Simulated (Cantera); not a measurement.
Charge: 1 mol Nb₂O₅, 41 mol H₂, 8.1 mol H₂O, held at 0.0750 Torr.

These are equilibrium values from Cantera (NASA tables, ideal gas, pure condensed phases), not measurements of a reactor. Candidate condensed phases: H₂O, Nb, NbO, NbO₂, Nb₂O₅; 12 gas species. Mutual solubility and eutectic melting of coexisting phases are not modelled. Condensed phases not in the tables: the oxides between NbO₂ and Nb₂O₅. Equilibrium is a limit: real reactors are often held back by kinetics, nucleation or transport.

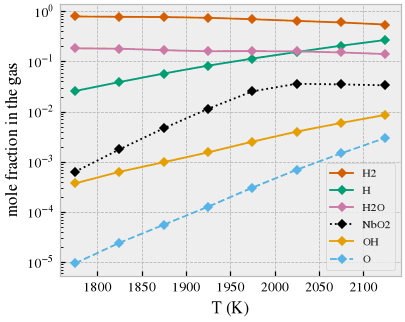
Equilibrium gas composition (values under 1e-9 drawn at 1e-9)

### Question
Read off the mole fractions at 2125 K.

### Answer
H₂ about 0.55, H about 0.27, H₂O about 0.14, NbO₂ about 0.033, OH about 0.0086, O about 0.0030.
